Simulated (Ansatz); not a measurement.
# BrH2NSi (SMILES N[Si]Br): what the fields show

```xyz
5

N    -0.4735    0.2407   -0.4181
Si   -0.2218   -1.0719    0.6327
Br    1.9055   -0.5659    1.2790
H     0.1883    0.9741   -0.6257
H    -1.3486    0.3493   -0.9093
```

Geometry: PBE0-D4/def2-TZVP.

Computed with Ansatz 0.2.0, RKS PBE0-D4/def2-TZVPP.

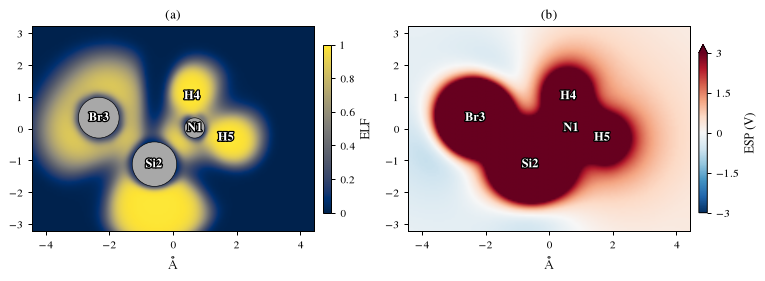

Figure 1. (a) electron localisation function; (b) electrostatic potential on the molecular plane. Grey discs cover the atomic cores in the ELF map.

Question: What do the fields say about this system?

Answer:
- Atoms in the plane: N, Si, Br and H.
- Si–N (1.70 Å): the ELF peaks at about 0.90 between the atoms, as expected for a polar covalent bond.
- Si–Br (2.28 Å): the ELF peaks at about 0.80 between the atoms, as expected for a polar covalent bond.
- N–H (1.01 Å): the ELF climbs to about 1 towards the hydrogen, as it does in any bond to H (an ordinary covalent bond to hydrogen).
- The ELF also peaks beside Si2 and Br3, away from the bonds: lone-pair regions.
- Outside the dense part of the molecule the potential is most negative (−0.7 V) near Br3.

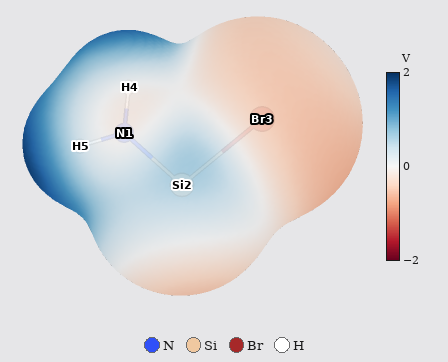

Figure 2. The electrostatic potential painted on the density surface at 0.001 e/bohr³, seen across its widest extent; the colour scale runs from red (negative) to blue (positive).

Question: Where is the surface potential most negative and most positive?

Answer: The most negative region (about −0.7 V) lies over Br3, the most positive (about +1.8 V) over H5.

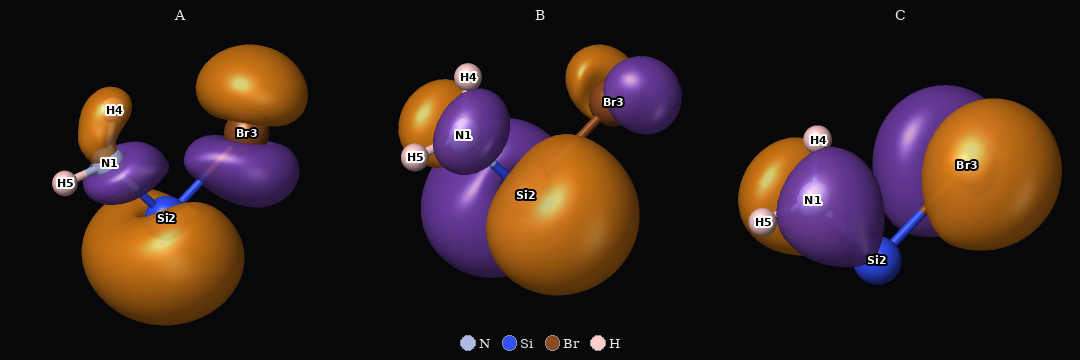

Figure 3. Three frontier orbitals at ±0.1 Å⁻³ᐟ² (orange and purple are the two phases), in no order.

Question: Which picture is the HOMO−1, the HOMO and the LUMO?

Answer: C is the HOMO−1 (−8.20 eV). By Hirshfeld shares it lies mainly on Br3 (about 65 %) and N1 (about 25 %); it changes sign across the molecular plane (π type); π-bonding across N1–Si2. A is the HOMO (−7.08 eV). It lies mainly on Si2 (about 65 %), Br3 (about 30 %) and N1 (about 5 %); it is symmetric in the molecular plane (an in-plane orbital: σ, lone-pair or in-plane π type). B is the LUMO (−1.68 eV). Its weight (Hirshfeld) is mainly on Si2 (about 75 %), N1 (about 10 %) and Br3 (about 10 %); it changes sign across the molecular plane (π type).

Question: What is the HOMO–LUMO gap?

Answer: 5.40 eV between the orbital energies.

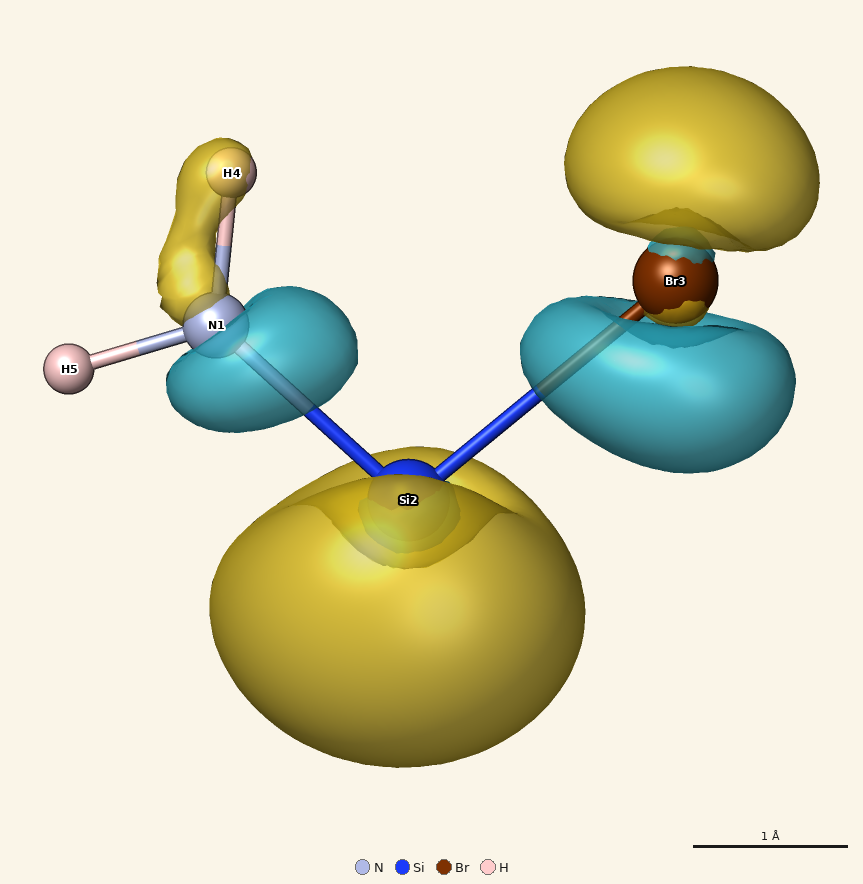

Figure 4. The HOMO at ±0.15 Å⁻³ᐟ² (yellow and cyan are the two phases), seen across its widest extent.

Question: Where does this orbital lie, and at what energy?

Answer: Its weight (Hirshfeld) is mainly on Si2 (about 65 %), Br3 (about 30 %) and N1 (about 5 %); it is symmetric in the molecular plane (an in-plane orbital: σ, lone-pair or in-plane π type). Its energy is −7.08 eV.
